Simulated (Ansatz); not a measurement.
# AlGeNH4O (SMILES [NH2][GeH]1[O][AlH]1): SVWN5/6-31G(d) (spherical functions)

Aim: the vertical ionisation energy of AlGeNH4O at SVWN5/6-31G* (spherical functions), from 2 runs. 

The calculation is run with Ansatz 0.2.0.

128 further runs of the same task are left out: 128 set aside as unsound or not needed.

### Step 1. The structure to begin with

The species is AlGeNH4O (8 atoms), meant as a singlet with charge 0. As SMILES, `[NH2][GeH]1[O][AlH]1`. The coordinates come from a PBE0-D4/def2-TZVP relaxation. This is one conformer, not always the lowest.

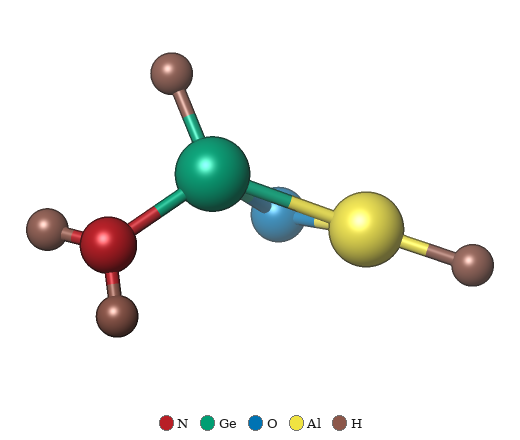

Viewed from a chosen angle; nitrogen red, germanium teal, oxygen blue, aluminium yellow, hydrogen brown.

### Step 2. The energy at SVWN5/6-31G(d) (spherical functions)

molecule.yaml reads:

```yaml
crystal:
  periodic: [false, false, false]
  atoms:
    - {symbol: "N", position_ang: [-1.000700, 1.330400, 0.514400]}
    - {symbol: Ge, position_ang: [0.239100, 0.000100, 0.626900]}
    - {symbol: O, position_ang: [1.177500, -0.346000, -0.983500]}
    - {symbol: Al, position_ang: [0.431500, -1.856900, -0.769100]}
    - {symbol: H, position_ang: [-0.662600, 2.276400, 0.611900]}
    - {symbol: H, position_ang: [-1.682100, 1.271200, -0.226100]}
    - {symbol: H, position_ang: [1.237900, 0.511900, 1.685400]}
    - {symbol: H, position_ang: [0.351700, -3.244100, -1.515600]}
basis:
  gaussian: {orbitals: 6-31G_st_-spherical.json}
total_charge: 0
hamiltonian: {xc: {name: SVWN5}}
accuracy: high
output: {orbitals: {seedname: orbitals}}
```

The basis set 6-31G* is read from a file made from the Basis Set Exchange's data (not shown).

Started as:

```
ansatz run molecule.yaml --threads 1 --pin off --max-ram 3480MiB --events-out events.jsonl --progress --plain --runs-dir runs
```

The program printed:

```text
Warning: RAYON_NUM_THREADS=1 ignored (pool sized by the plan → 1); use --threads N
Functional definition: SVWN5
  name "SVWN5"
  exchange = slater_x
  correlation = vwn5_c
1871 factors; integrals over basis functions are off by at most 4.7e-9 eV
mean field evaluation 1: about -66552.1082 eV, gradient 9.1e1 eV
mean field evaluation 2: about -66359.5223 eV, gradient 2.3e2 eV
mean field evaluation 4: about -66564.0505 eV, gradient 4.6e1 eV
mean field evaluation 8: about -66568.1122 eV, gradient 5.3e-1 eV
mean field evaluation 16: about -66568.1052 eV, gradient 1.9e-4 eV
mean field -66568.10521411 eV, -2446.3327451361 hartree, gradient 5.0e-8 eV, S^2 0.000000; 0 other end points of the search recorded, 0 dependent functions left out
reference -66568.10521824 eV, -2446.3327452880 hartree; 32, 32 occupied and 54, 54 virtual orbitals, 1871 factors
Total energy: -66568.10521824 eV, -2446.3327452880 hartree
```

Run time: 4.8 s. Hardware: 1 thread of Arm Neoverse V2, shared host; peak memory 0.21 GiB.

### Step 3. The doublet cation at the same level

input.yaml reads:

```yaml
crystal:
  periodic: [false, false, false]
  atoms:
    - {symbol: "N", position_ang: [-1.000700, 1.330400, 0.514400]}
    - {symbol: Ge, position_ang: [0.239100, 0.000100, 0.626900]}
    - {symbol: O, position_ang: [1.177500, -0.346000, -0.983500]}
    - {symbol: Al, position_ang: [0.431500, -1.856900, -0.769100]}
    - {symbol: H, position_ang: [-0.662600, 2.276400, 0.611900]}
    - {symbol: H, position_ang: [-1.682100, 1.271200, -0.226100]}
    - {symbol: H, position_ang: [1.237900, 0.511900, 1.685400]}
    - {symbol: H, position_ang: [0.351700, -3.244100, -1.515600]}
basis:
  gaussian:
    orbitals: 6-31G_st_-spherical.json
total_charge: 1
magnetization:
  spin_polarized: true
  initial_magnetization: 1
hamiltonian:
  xc: {name: SVWN5}
accuracy: high
output: {orbitals: {seedname: orbitals}}
```

The basis set 6-31G* is read from a file made from the Basis Set Exchange's data (not shown).

Started as:

```
ansatz run input.yaml --threads 1 --pin off --max-ram 3480MiB --events-out events.jsonl --progress --plain --runs-dir runs
```

The program printed:

```text
Warning: RAYON_NUM_THREADS=1 ignored (pool sized by the plan → 1); use --threads N
Functional definition: SVWN5
  name "SVWN5"
  exchange = slater_x
  correlation = vwn5_c
1868 factors; integrals over basis functions are off by at most 4.7e-9 eV
mean field evaluation 1: about -66526.3586 eV, gradient 8.9e1 eV
mean field evaluation 2: about -66242.8207 eV, gradient 1.9e2 eV
mean field evaluation 4: about -66533.3135 eV, gradient 7.7e1 eV
mean field evaluation 8: about -66559.8612 eV, gradient 3.8e0 eV
mean field evaluation 16: about -66559.9534 eV, gradient 6.9e-3 eV
mean field evaluation 32: about -66556.9967 eV, gradient 1.2e1 eV
mean field -66559.95344147 eV, -2446.0331730172 hartree, gradient 4.0e-8 eV, S^2 0.751605; 2 other end points of the search recorded, 0 dependent functions left out
reference -66559.95344581 eV, -2446.0331731766 hartree; 32, 31 occupied and 54, 55 virtual orbitals, 1868 factors
Total energy: -66559.95344581 eV, -2446.0331731766 hartree
```

Run time: 7.5 s. Hardware: 1 thread of Arm Neoverse V2, shared host; peak memory 0.25 GiB.

### Step 4. What came out

At SVWN5/6-31G* (spherical functions):

| quantity | value |
| --- | --- |
| singlet AlGeNH4O: total energy | -2446.33275 Eh |
| singlet AlGeNH4O: HOMO energy | -5.16 eV |
| singlet AlGeNH4O: LUMO energy | -2.09 eV |
| singlet AlGeNH4O: HOMO–LUMO gap | 3.07 eV |
| doublet cation: total energy | -2446.03317 Eh |
| doublet cation: HOMO energy (highest over α and β) | -11.78 eV |
| doublet cation: LUMO energy (lowest over α and β) | -11.16 eV |
| doublet cation: ⟨S²⟩ | 0.752 |
| vertical ionisation energy (to the doublet cation) | 8.152 eV |

What this shows: The vertical ionisation energy comes to 8.15 eV (188 kcal/mol). −ε(HOMO) before ionisation, 5.16 eV, is 2.99 eV below this ionisation energy.
